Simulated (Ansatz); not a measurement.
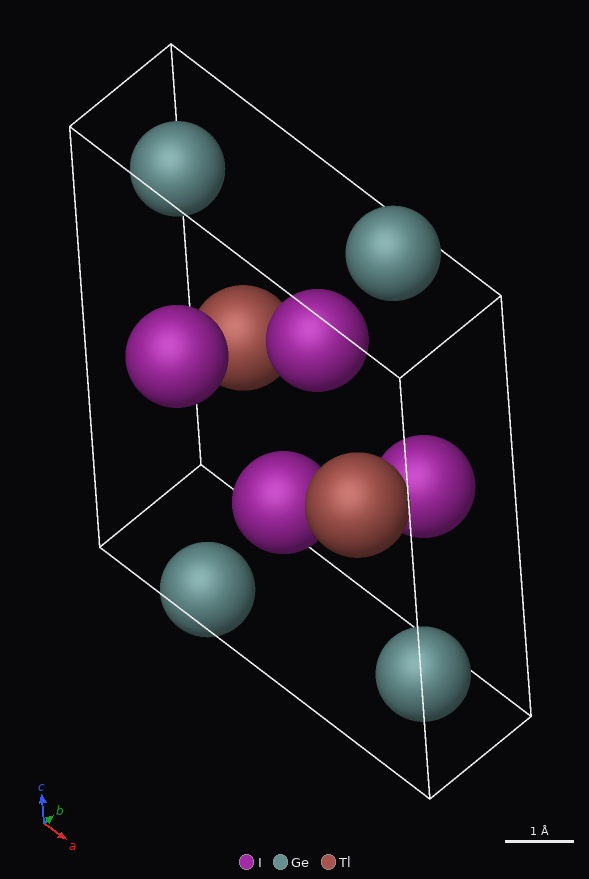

Drawn in the spheres-only manner and seen slightly off an axis. The parallelepiped is the simulation cell.

```
CELL_PARAMETERS angstrom
-4.17755 4.17755 3.83693
4.17755 -4.17755 3.83693
4.17755 4.17755 -3.83693
ATOMIC_POSITIONS crystal
I 0.68200 0.18200 0.86400
I 0.18200 0.31800 0.50000
I 0.31800 0.81800 0.13600
I 0.81800 0.68200 0.50000
Ge 0.25000 0.25000 0.00000
Ge 0.75000 0.75000 0.00000
Tl 0.25000 0.75000 0.50000
Tl 0.75000 0.25000 0.50000
```

Electronic-structure method: Ansatz, DFT, PAW plane waves, PBE. Parameters: plane-wave cutoff 420 eV, a 6×6×6 k-point mesh, Fermi-Dirac smearing of 0.1 eV, no spin polarisation.

Give the Bader charge of each element.

Tl +0.41 e; Ge +0.34 e; I -0.37 e.

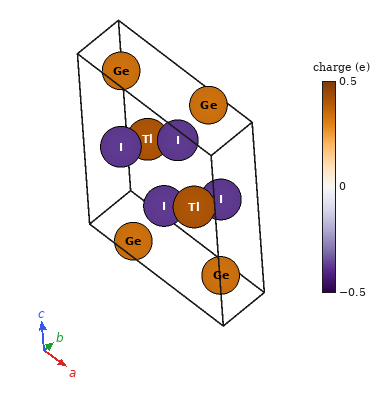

The atoms coloured by those charges.

The model is a generated cell, made by putting these elements into a known structure type (the compound may or may not exist in this form); its atoms and cell weren't optimised. It was run through Ansatz as a DFT input.

At this level of theory the cell isn't at rest (compressed, at 6 GPa and forces up to 1.8 eV/Å), so its distances can differ from those at equilibrium, the more so the softer the solid.
